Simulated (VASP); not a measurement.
# GW on GaP

How does the gap of GaP change from the starting functional to GW? The cell is of the zinc-blende type. The start is a cell from a database of measured crystal structures.

Method: PBE; plane waves and PAW (Ga_d_GW, P_GW), in the first sound run; inputs show where later runs differ, in VASP 6.6.1.

**1. Set-up**

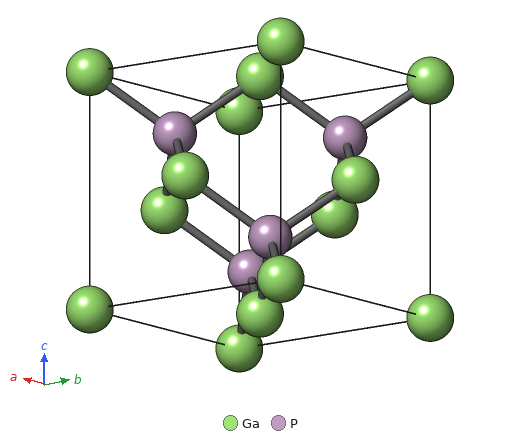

The starting structure, seen from a free direction (gallium green, phosphorus pink). This picture shows the conventional cell, with its axes. Bonds to atoms that aren't drawn are left out. Some periodic images of atoms are drawn too.

Coordinates:

```
Ga P
1.0
     0.00000    2.72525    2.72525
     2.72525    0.00000    2.72525
     2.72525    2.72525    0.00000
Ga P
1 1
Direct
  0.00000 0.00000 0.00000
  0.75000 0.75000 0.75000
```

**2. Empty bands**

The next step needs empty bands that the ground-state run didn't converge, so the Hamiltonian is diagonalised exactly for NBANDS bands, in a single step. LOPTICS writes the k-derivatives of the orbitals (WAVEDER), which give the long-wavelength limit of the screening.

File INCAR:

```
SYSTEM = GaP
PREC = Accurate
ENCUT = 430
ISMEAR = 0
SIGMA = 0.01
LREAL = .FALSE.
GGA = PE
NBANDS = 72
ALGO = Exact
NELM = 1
LWAVE = .TRUE.
LCHARG = .FALSE.
LOPTICS = .TRUE.
NEDOS = 1000
CSHIFT = 0.1
```

File POSCAR:

```
GaP
1.0
    0.0000000000      2.7252500000      2.7252500000
    2.7252500000      0.0000000000      2.7252500000
    2.7252500000      2.7252500000      0.0000000000
Ga P
1 1
Direct
    0.0000000000      0.0000000000      0.0000000000
    0.7500000000      0.7500000000      0.7500000000
```

File KPOINTS:

```
Automatic mesh
0
Gamma
4 4 4
0 0 0
```

Potentials, in the order of the species: Ga_d_GW and P_GW (PBE family, release 64).

The run is started by

```console
> mpirun -np 8 vasp_std
```

Output:

```text
[banner, memory and clock lines left out]
running    8 mpi-ranks, on    1 nodes
 distrk:  each k-point on    8 cores,    1 groups
 distr:  one band on    1 cores,    8 groups

 POSCAR found type information on POSCAR GaP
 POSCAR found :  2 types and       2 ions
|                                                                             |
|           W    W    AA    RRRRR   N    N  II  N    N   GGGG   !!!           |
|           W    W   A  A   R    R  NN   N  II  NN   N  G    G  !!!           |
|           W    W  A    A  R    R  N N  N  II  N N  N  G       !!!           |
|           W WW W  AAAAAA  RRRRR   N  N N  II  N  N N  G  GGG   !            |
|           WW  WW  A    A  R   R   N   NN  II  N   NN  G    G                |
|           W    W  A    A  R    R  N    N  II  N    N   GGGG   !!!           |
|                                                                             |
|     For optimal performance we recommend to set                             |
|       NCORE = 2 up to number-of-cores-per-socket                            |
|     NCORE specifies how many cores store one orbital (NPAR=cpu/NCORE).      |
|     This setting can greatly improve the performance of VASP for DFT.       |
|     The default, NCORE=1 might be grossly inefficient on modern             |
|     multi-core architectures or massively parallel machines. Do your        |
|     Unfortunately you need to use the default for GW and RPA                |
|     calculations (for HF NCORE is supported but not extensively tested      |
|     yet).                                                                   |
|                                                                             |

 LDA part: xc-table for (Slater+PW92), standard interpolation
 found WAVECAR, reading the header
  number of bands has changed, file:    15 present:    72
  trying to continue reading WAVECAR, but it might fail
 POSCAR, INCAR and KPOINTS ok, starting setup
 FFT: planning ... GRIDC
 FFT: planning ... GRID_SOFT
 FFT: planning ... GRID
 reading WAVECAR
 random initialization beyond band           15
 the WAVECAR file was read successfully
 initial charge from wavefunction
 entering main loop
       N       E                     dE             d eps       ncg     rms          rms(c)
DIA:   1    -0.895515124016E+01   -0.89552E+01    0.00000E+00     0   0.000E+00
   1 F= -.89551512E+01 E0= -.89551512E+01  d E =-.160108E-13
 writing wavefunctions
 optical routines
 imaginary and real dielectric function
 recalculating local potential from charge density
 direction            1
 direction            2
 direction            3
```

The job ended after 2.6 s (8 MPI ranks of Intel Xeon 6975P-C (Granite Rapids), shared host; peak memory 1.1 GiB; 17 s of CPU time).

The logs omit lines about the potential files and the build; timing stands in the text.

Parts of OUTCAR (step 2):

```text
ion  position               nearest neighbor table
   1  0.000  0.000  0.000-   2 2.36   2 2.36   2 2.36   2 2.36
   2  0.750  0.750  0.750-   1 2.36   1 2.36   1 2.36   1 2.36

  LATTYP: Found a face centered cubic cell.
 ALAT       =     5.4505000000

 Subroutine GETGRP returns: Found 24 space group operations
 (whereof 24 operations were pure point group operations)

The static configuration has the point symmetry T_d .

 Found      8 irreducible k-points:

   k-points           NKPTS =      8   k-points in BZ     NKDIM =      8   number of bands    NBANDS=     72

   dimension x,y,z NGX =    28 NGY =   28 NGZ =   28
   dimension x,y,z NGXF=    56 NGYF=   56 NGZF=   56

   ENCUT  =  430.0 eV  31.60 Ry    5.62 a.u.   6.52  6.52  6.52*2*pi/ulx,y,z

   NELECT =      18.0000    total number of electrons

 k-points in reciprocal lattice and weights: Automatic mesh
   0.00000000  0.00000000  0.00000000       0.016
   0.25000000  0.00000000  0.00000000       0.125
   0.50000000  0.00000000  0.00000000       0.062
   0.25000000  0.25000000  0.00000000       0.094
   0.50000000  0.25000000  0.00000000       0.375
  -0.25000000  0.25000000  0.00000000       0.188
   0.50000000  0.50000000  0.00000000       0.047
  -0.25000000  0.50000000  0.25000000       0.094

 average (electrostatic) potential at core
       1 -65.6692       2 -74.7321

 E-fermi :   4.4537

 k-point     1 :       0.0000    0.0000    0.0000
  band No.  band energies     occupation
    ...
      5     -10.0914      2.00000
      6      -8.0963      2.00000
      7       4.4052      2.00000
      8       4.4052      2.00000
      9       4.4052      2.00000
     10       6.2183      0.00000
     11       8.2588      0.00000
     12       8.2588      0.00000
     13       8.2588      0.00000
     14      13.2092      0.00000
    ...

 k-point     2 :       0.2500    0.0000    0.0000
  band No.  band energies     occupation
    ...
      5     -10.0901      2.00000
      6      -7.3204      2.00000
      7       0.5160      2.00000
      8       3.7384      2.00000
      9       3.7384      2.00000
     10       6.5414      0.00000
     11       9.1167      0.00000
     12       9.1168      0.00000
     13      10.7465      0.00000
     14      13.3261      0.00000
    ...

 k-point     3 :       0.5000    0.0000    0.0000
  band No.  band energies     occupation
    ...
      5     -10.0840      2.00000
      6      -6.0267      2.00000
      7      -2.2488      2.00000
      8       3.2811      2.00000
      9       3.2811      2.00000
     10       6.0580      0.00000
     11       9.0900      0.00000
     12       9.0900      0.00000
     13      12.6742      0.00000
     14      15.2939      0.00000
    ...

  Total        0.7265392      0.7265392      0.7265392      0.0000000      0.0000000      0.0000000
  in kB       28.7554790     28.7554790     28.7554790      0.0000000      0.0000000      0.0000000
  external PRESSURE =      28.7554790 kB  Pullay stress =       0.0000000 kB

  energy-cutoff  :      430.00
  volume of cell :       40.48
      direct lattice vectors                 reciprocal lattice vectors
     0.000000000  2.725250000  2.725250000    -0.183469406  0.183469406  0.183469406
     2.725250000  0.000000000  2.725250000     0.183469406 -0.183469406  0.183469406
     2.725250000  2.725250000  0.000000000     0.183469406  0.183469406 -0.183469406

 POSITION                                       TOTAL-FORCE (eV/Angst)
 -----------------------------------------------------------------------------------
      0.00000      0.00000      0.00000         0.000000      0.000000      0.000000
      4.08788      4.08788      4.08788        -0.000000     -0.000000     -0.000000
 -----------------------------------------------------------------------------------
    total drift:                               -0.000011     -0.000011     -0.000011

  FREE ENERGIE OF THE ION-ELECTRON SYSTEM (eV)
  ---------------------------------------------------
  free  energy   TOTEN  =        -8.9551512402 eV

  energy  without entropy=       -8.9551512402  energy(sigma->0) =       -8.95515124

 plasma frequency squared (from intraband transitions) (eV^2)
  --------------------------------------------------------------------------------------
       0.000      -0.000      -0.000
      -0.000       0.000       0.000
      -0.000       0.000       0.000

[... 3 further parts left out ...]
```

WAVECAR now holds 72 bands for 18 electrons. Its independent-particle dielectric tensor has xx, yy, zz = 19.7, 19.7, 19.7 on this mesh, which isn't tested for convergence; a coarse zone-centred mesh tends to overstate it, local fields are missing, and the same mesh feeds the screening.

**3. G0W0, ENCUTGW 80, bands in the sums 72**

This step: G0W0 on PBE; plane waves and PAW (Ga_d_GW, P_GW) (VASP 6.6.1).

G0W0 keeps orbitals and screening fixed and shifts each of the lowest NBANDSGW levels once.

File INCAR:

```
SYSTEM = GaP
PREC = Accurate
ENCUT = 430
ISMEAR = 0
SIGMA = 0.01
LREAL = .FALSE.
GGA = PE
NBANDS = 72
ALGO = EVGW0
NELMGW = 1
ENCUTGW = 80
NOMEGA = 64
PRECFOCK = Fast
NBANDSGW = 24
LWAVE = .FALSE.
LCHARG = .FALSE.
```

POSCAR is that of step 2.

KPOINTS is that of step 2.

The run is started by

```console
> mpirun -np 8 vasp_std
```

Output:

```text
[banner, memory and clock lines left out]
running    8 mpi-ranks, on    1 nodes
 distrk:  each k-point on    8 cores,    1 groups
 distr:  one band on    1 cores,    8 groups

 POSCAR found type information on POSCAR GaP
 POSCAR found :  2 types and       2 ions
 [... a notice as in an earlier step ...]

|                                                                             |
|           W    W    AA    RRRRR   N    N  II  N    N   GGGG   !!!           |
|           W    W   A  A   R    R  NN   N  II  NN   N  G    G  !!!           |
|           W    W  A    A  R    R  N N  N  II  N N  N  G       !!!           |
|           W WW W  AAAAAA  RRRRR   N  N N  II  N  N N  G  GGG   !            |
|           WW  WW  A    A  R   R   N   NN  II  N   NN  G    G                |
|           W    W  A    A  R    R  N    N  II  N    N   GGGG   !!!           |
|                                                                             |
|     The default for ENCUTGWSOFT is different in this version of VASP.       |
|     please manually set ENCUTGWSOFT =80 in the INCAR file.                  |
|                                                                             |

 LDA part: xc-table for (Slater+PW92), standard interpolation
 found WAVECAR, reading the header
 POSCAR, INCAR and KPOINTS ok, starting setup
 FFT: planning ... GRIDC
 FFT: planning ... GRID_SOFT
 FFT: planning ... GRID
 reading WAVECAR
 the WAVECAR file was read successfully
 initial charge from wavefunction
 available memory per node:    119.57 GB, setting MAXMEM to    122438

 The Fermi energy was updated, please check that it is located mid-gap
 values below the HOMO (VB) or above the LUMO (CB) will cause erroneous energies
 E-fermi :   5.2175

 calculate exact exchange contribution
 the WAVEDER file was read successfully
energies w=
    0.000    0.000    0.473    0.000    0.945    0.000    1.414    0.000
    1.881    0.000    2.343    0.000    2.801    0.000    3.254    0.000
    3.700    0.000    4.141    0.000    4.576    0.000    5.005    0.000
    5.428    0.000    5.845    0.000    6.257    0.000    6.664    0.000
    7.067    0.000    7.466    0.000    7.863    0.000    8.257    0.000
    8.649    0.000    9.041    0.000    9.434    0.000    9.827    0.000
   10.222    0.000   10.621    0.000   11.024    0.000   11.432    0.000
   11.847    0.000   12.270    0.000   12.702    0.000   13.146    0.000
   13.602    0.000   14.073    0.000   14.561    0.000   15.068    0.000
   15.598    0.000   16.152    0.000   16.736    0.000   17.352    0.000
   18.006    0.000   18.702    0.000   19.448    0.000   20.251    0.000
   21.120    0.000   22.065    0.000   23.101    0.000   24.242    0.000
   25.508    0.000   26.925    0.000   28.523    0.000   30.342    0.000
   32.435    0.000   34.869    0.000   37.740    0.000   41.177    0.000
   45.367    0.000   50.588    0.000   57.268    0.000   66.111    0.000
   78.355    0.000   96.400    0.000  125.582    0.000  180.665    0.000
 responsefunction array rank=      72
 LDA part: xc-table for (Slater+PW92), standard interpolation

 min. memory requirement per mpi rank     78.1 MB, per node    624.9 MB

 allocating   8 responsefunctions rank=    72
 shmem allocating  64 responsefunctions rank=    72
 response function shared by NCSHMEM nodes    1
 Doing            8  frequencies on each core in blocks of           64
NQ=   1    0.0000    0.0000    0.0000,
|.........|.........|.........|.........|.........|.........|.........|.........
 performed        100000 updates of chi_q(r,r)
 total number of BLAS operations          2.79 Gflops
NQ=   2    0.2500    0.0000    0.0000,
|.........|.........|.........|.........|.........|.........|.........|.........
 performed        296000 updates of chi_q(r,r)
 total number of BLAS operations          9.45 Gflops
NQ=   3    0.5000    0.0000    0.0000,
|.........|.........|.........|.........|.........|.........|.........|.........
 performed        465000 updates of chi_q(r,r)
 total number of BLAS operations         16.09 Gflops
NQ=   4    0.2500    0.2500    0.0000,
|.........|.........|.........|.........|.........|.........|.........|.........
 performed        661000 updates of chi_q(r,r)
 total number of BLAS operations         21.76 Gflops
NQ=   5    0.5000    0.2500    0.0000,
|.........|.........|.........|.........|.........|.........|.........|.........
 performed        934000 updates of chi_q(r,r)
 total number of BLAS operations         32.16 Gflops
NQ=   6   -0.2500    0.2500    0.0000,
|.........|.........|.........|.........|.........|.........|.........|.........
 performed       1179000 updates of chi_q(r,r)
 total number of BLAS operations         40.97 Gflops
NQ=   7    0.5000    0.5000    0.0000,
|.........|.........|.........|.........|.........|.........|.........|.........
 performed       1327000 updates of chi_q(r,r)
 total number of BLAS operations         45.84 Gflops
NQ=   8   -0.2500    0.5000    0.2500,
|.........|.........|.........|.........|.........|.........|.........|.........
 performed       1517000 updates of chi_q(r,r)
 total number of BLAS operations         52.87 Gflops
 resolving degeneracies of screened two electron integrals

 calculate QP shifts <psi_nk| G(iteration)W_0 |psi_nk>: iteration 1
 entering main loop
```

Elapsed: 7.6 s, on 8 MPI ranks; peak memory 1.1 GiB; 55 s of CPU time.

OUTCAR, selected parts (step 3):

```text
The static configuration has the point symmetry T_d .

 Found      8 irreducible k-points:

   k-points           NKPTS =      8   k-points in BZ     NKDIM =     64   number of bands    NBANDS=     72

   NELECT =      18.0000    total number of electrons

 E-fermi :   5.2175

 QP shifts <psi_nk| G(iteration)W_0 |psi_nk>: iteration 1
 for sc-GW calculations column KS-energies equals QP-energies in previous step
 and V_xc(KS)=  KS-energies - (<T + V_ion + V_H > + <T+V_H+V_ion>^1  + <V_x>^1)
 k-point   1 :       0.0000    0.0000    0.0000
  band No.  KS-energies  QP-energies   sigma(KS)   V_xc(KS)     V^pw_x(r,r')   Z            occupation Imag(sigma)
    ...
      6      -8.0963      -8.4174     -11.8641     -11.3620     -18.6678       0.6395       2.0000       0.9928
      7       4.4052       4.0858     -13.0320     -12.6166     -14.6171       0.7689       2.0000       0.0392
      8       4.4052       4.0858     -13.0320     -12.6166     -14.6171       0.7689       2.0000       0.0392
      9       4.4052       4.0858     -13.0320     -12.6166     -14.6171       0.7689       2.0000       0.0392
     10       6.2183       6.8206     -10.8437     -11.6281      -6.8650       0.7678       0.0000      -0.0556
     11       8.2588       8.6204     -10.0111     -10.4838      -5.8174       0.7647       0.0000      -0.0682
     12       8.2588       8.6204     -10.0111     -10.4838      -5.8174       0.7647       0.0000      -0.0682
     13       8.2588       8.6204     -10.0111     -10.4838      -5.8174       0.7647       0.0000      -0.0682
    ...

 k-point   2 :       0.2500    0.0000    0.0000
  band No.  KS-energies  QP-energies   sigma(KS)   V_xc(KS)     V^pw_x(r,r')   Z            occupation Imag(sigma)
    ...
      6      -7.3204      -7.6926     -12.2804     -11.7333     -18.8631       0.6804       2.0000       0.9392
      7       0.5160       0.1151     -12.1438     -11.5955     -14.8230       0.7311       2.0000       0.1043
      8       3.7384       3.3851     -12.7001     -12.2380     -14.4104       0.7644       2.0000       0.0439
      9       3.7384       3.3851     -12.7001     -12.2380     -14.4104       0.7644       2.0000       0.0439
     10       6.5414       6.9976     -10.3150     -10.9046      -6.3734       0.7736       0.0000      -0.0563
     11       9.1168       9.4848     -10.1344     -10.6187      -5.7136       0.7599       0.0000      -0.0862
     12       9.1168       9.4848     -10.1344     -10.6187      -5.7136       0.7599       0.0000      -0.0862
     13      10.7465      11.1401     -10.4501     -10.9795      -5.6150       0.7434       0.0000      -0.1308
    ...

 k-point   3 :       0.5000    0.0000    0.0000
  band No.  KS-energies  QP-energies   sigma(KS)   V_xc(KS)     V^pw_x(r,r')   Z            occupation Imag(sigma)
    ...
      6      -6.0267      -6.4148     -13.0054     -12.4491     -19.2274       0.6976       2.0000       0.7977
      7      -2.2488      -2.6959     -11.3762     -10.7384     -15.2543       0.7011       2.0000       0.2803
      8       3.2811       2.8987     -12.5829     -12.0794     -14.4629       0.7597       2.0000       0.0485
      9       3.2811       2.8987     -12.5829     -12.0794     -14.4629       0.7597       2.0000       0.0485
     10       6.0580       6.4790     -10.3021     -10.8435      -6.4940       0.7776       0.0000      -0.0539
     11       9.0900       9.3910      -9.8278     -10.2209      -5.4024       0.7657       0.0000      -0.0859
     12       9.0900       9.3910      -9.8278     -10.2209      -5.4024       0.7657       0.0000      -0.0859
     13      12.6742      12.6067      -8.4232      -8.3336      -3.0196       0.7532       0.0000      -0.2370
    ...

[... 7 parts as in an earlier step ...]

[... 5 further parts left out ...]
```

Numbers from this step:

```
quasiparticle gap on the mesh                 : 1.968 eV
smallest direct quasiparticle gap on the mesh : 2.735 eV
gap of the starting orbitals on the mesh      : 1.625 eV
```

GW takes the gap from 1.625 to 1.968 eV. Spin-orbit coupling is left out. The value holds for 72 bands, ENCUTGW = 80 eV and this mesh, and isn't shown to be converged in them.

**4. Empty bands**

This step: PBE; plane waves and PAW (Ga_d_GW, P_GW) (VASP 6.6.1).

The empty bands are made again, for the run that follows.

File INCAR:

```
SYSTEM = GaP
PREC = Accurate
ENCUT = 430
ISMEAR = 0
SIGMA = 0.01
LREAL = .FALSE.
GGA = PE
NBANDS = 96
ALGO = Exact
NELM = 1
LWAVE = .TRUE.
LCHARG = .FALSE.
LOPTICS = .TRUE.
NEDOS = 1000
CSHIFT = 0.1
```

POSCAR is that of step 3.

KPOINTS is that of step 3.

The run is started by

```console
> mpirun -np 8 vasp_std
```

Output:

```text
[banner, memory and clock lines left out]
running    8 mpi-ranks, on    1 nodes
[...]
[... a notice as in an earlier step ...]

 LDA part: xc-table for (Slater+PW92), standard interpolation
 found WAVECAR, reading the header
  number of bands has changed, file:    15 present:    96
  trying to continue reading WAVECAR, but it might fail
 POSCAR, INCAR and KPOINTS ok, starting setup
[...]
reading WAVECAR
 random initialization beyond band           15
 the WAVECAR file was read successfully
 initial charge from wavefunction
 entering main loop
       N       E                     dE             d eps       ncg     rms          rms(c)
DIA:   1    -0.895515124015E+01   -0.89552E+01    0.00000E+00     0   0.000E+00
   1 F= -.89551512E+01 E0= -.89551512E+01  d E =-.107406E-18
 writing wavefunctions
 optical routines
 imaginary and real dielectric function
 recalculating local potential from charge density
 direction            1
 direction            2
 direction            3
```

Run time: 2.6 s. Hardware: 8 MPI ranks; peak memory 1.1 GiB; 15 s of CPU time.

From OUTCAR (step 4):

```text
  Total        0.7265392      0.7265392      0.7265392      0.0000000     -0.0000000      0.0000000
  in kB       28.7554790     28.7554790     28.7554790      0.0000000     -0.0000000      0.0000000
  external PRESSURE =      28.7554790 kB  Pullay stress =       0.0000000 kB

 POSITION                                       TOTAL-FORCE (eV/Angst)
 -----------------------------------------------------------------------------------
      0.00000      0.00000      0.00000        -0.000000     -0.000000     -0.000000
      4.08788      4.08788      4.08788         0.000000      0.000000      0.000000
 -----------------------------------------------------------------------------------
    total drift:                               -0.000011     -0.000011     -0.000011

[... 3 parts as in an earlier step ...]

[... 2 further parts left out ...]
[key lines of the parts left out:]
E-fermi :   4.4647
```

WAVECAR now holds 96 bands for 18 electrons.

(Continued in part 2 of 4.)

[Lines on the potential files, build, host, timing and source positions are cut from VASP's logs without a mark.]

[Logs are printed without paths, hosts, clocks, repeated set-up lines and the standing remarks that a program may print on its own settings, such as how far it seeks lower states.]

[Hosts, paths, dates, database ids (printed as entryN), source tags and the programs' standing remarks are cut or masked in the printed files.]

[Measured values are set beside computed ones only where the two were judged alike; some that the calculation misses by far are left out.]

[Pressures printed for these runs are not shown converged in the cutoff: they can be off by several GPa and have the wrong sign.]
